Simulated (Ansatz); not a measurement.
The reference is NaI in the rock salt structure (space group Fm-3m, No. 225; a = 6.4021 Å).

The change: an isotropic linear strain of +3.00 %; the atoms relax in the strained cell.

Computed with Ansatz (a program for electronic structure), PBEsol, PAW, cutoff 420 eV, no SOC.

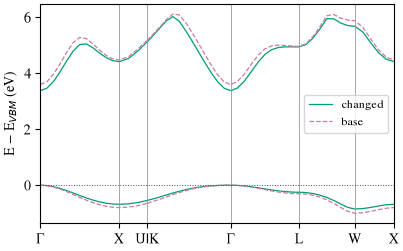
*Highest valence and lowest conduction band along the path, each from its own valence-band maximum*

Question: Read the changed gap and its character from the plot.

Answer: About 3.4 eV, direct at Γ.

Spin-orbit coupling, missing from the scalar runs, can matter with I. Stability against distortions was not tested.
